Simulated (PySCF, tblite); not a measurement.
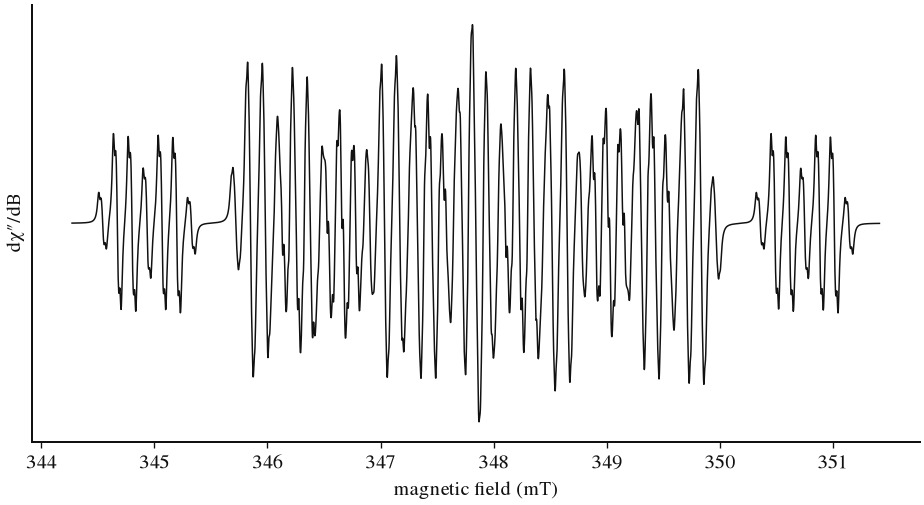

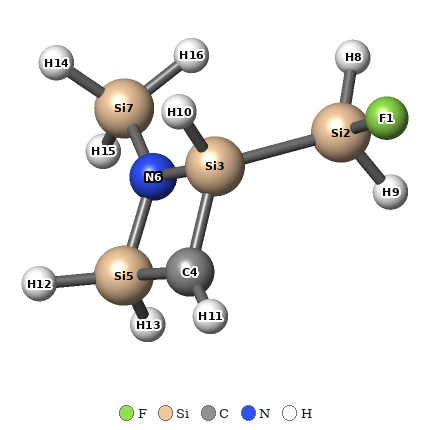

First-order isotropic EPR spectrum (fast tumbling, first derivative) of CH₉FNSi₄, SMILES F[SiH2][Si@@H]1[CH][SiH2]N1[SiH3], doublet at 9.75 GHz, Lorentzian lines of 0.03 mT full width at half height, from computed g and hyperfine couplings (B3LYP/pcH-1 with PySCF, at a GFN2-xTB geometry (a minimum by its frequencies), gas phase); values of one conformer, averaged over methyl-type rotors alone; other conformers aren't averaged in; no vibrational averaging; dilute isotopes left out. The SMILES is one Lewis form and needn't show where the spin sits.

Which couplings does the calculation give? The spectrum shows the sizes of those above the line width, not their signs.

Answer.
```
       nuclei  isotope  a (mT)  a (MHz)
          H11       ¹H   −1.97    −55.3
          H10       ¹H    1.48     41.6
          H12       ¹H    1.18     33.2
          H13       ¹H    1.17     32.8
           H8       ¹H    0.40     11.1
H14, H15, H16       ¹H    0.13      3.6
           H9       ¹H   −0.02     −0.7
           N6      ¹⁴N    0.01      0.4
```

What is the g value, and how wide is the spectrum?

Answer. g_iso = 2.0027, which centres the spectrum at 347.8 mT; it spans 6.7 mT.

Note: the tight-binding geometry is rougher than a DFT one and adds to the error.
